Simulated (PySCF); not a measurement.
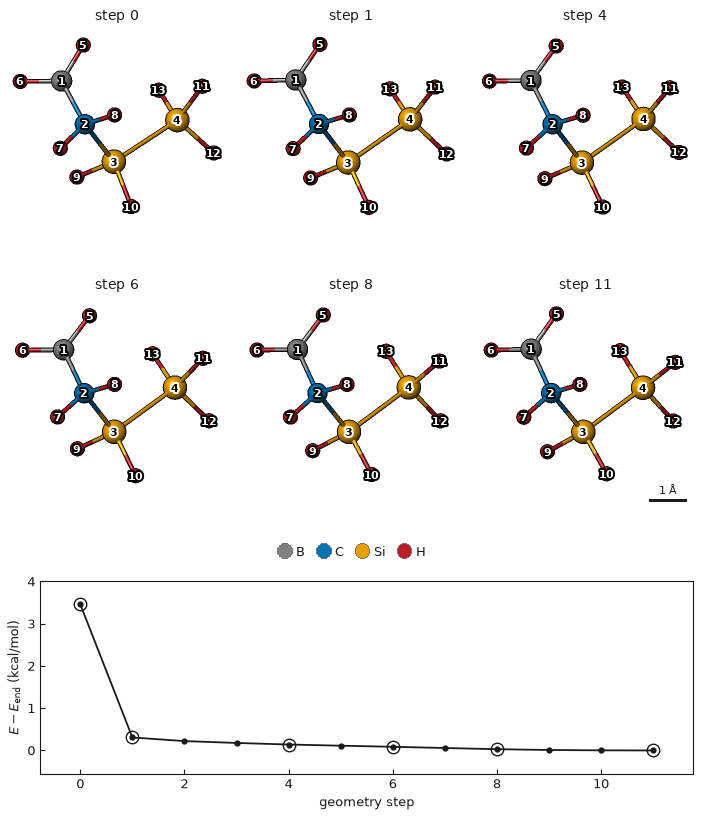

Frames of a relaxation of CH$_{9}$BSi$_{2}$, marked on the history of the run. Style: ball-and-stick. Shown at a tilt.

The start comes from GFN2-xTB. Its atoms were then displaced at random by about 0.01 Å.

Method: PBE0-D3(BJ)/def2-SVP geometry optimisation, gas phase (PySCF). 

What happens along the run?

Answer. Over 11 geometry steps the energy falls by 3.46 kcal/mol. The largest moves after the best rigid fit, 0.39 Å, are those of H12 and H13. By element the largest moves are H 0.39 Å, Si 0.12 Å, B 0.10 Å, C 0.05 Å. Among the contacts that change: Si3–H9 1.442 → 1.496 Å, B1–H5 1.177 → 1.212 Å, B1–C2 1.512 → 1.538 Å, C2–H7 1.077 → 1.101 Å. Bond angles that change, for instance: C2–Si3–H10 105.0° → 108.0°, Si4–Si3–H9 112.2° → 109.4°, H11–Si4–H13 106.2° → 108.7°. The run took 51 s on 1 thread of Arm Neoverse V1, with other jobs on the host. From step 0 to 1: H10 moves most (0.10 Å), energy −3.15 kcal/mol. From step 1 to 4: H13 moves most (0.10 Å), energy −0.17 kcal/mol. From step 4 to 6: H13 moves most (0.09 Å), energy −0.05 kcal/mol. From step 6 to 8: H12 moves most (0.12 Å), energy −0.06 kcal/mol. From step 8 to 11: H atoms move most (0.06 Å), energy −0.03 kcal/mol.

| step | E − E(0), kcal/mol |
| --- | --- |
| 0 | 0.00 |
| 1 | -3.15 |
| 2 | -3.24 |
| 3 | -3.28 |
| 4 | -3.32 |
| 5 | -3.35 |
| 6 | -3.37 |
| 7 | -3.40 |
| 8 | -3.43 |
| 9 | -3.45 |
| 10 | -3.46 |
| 11 | -3.46 |
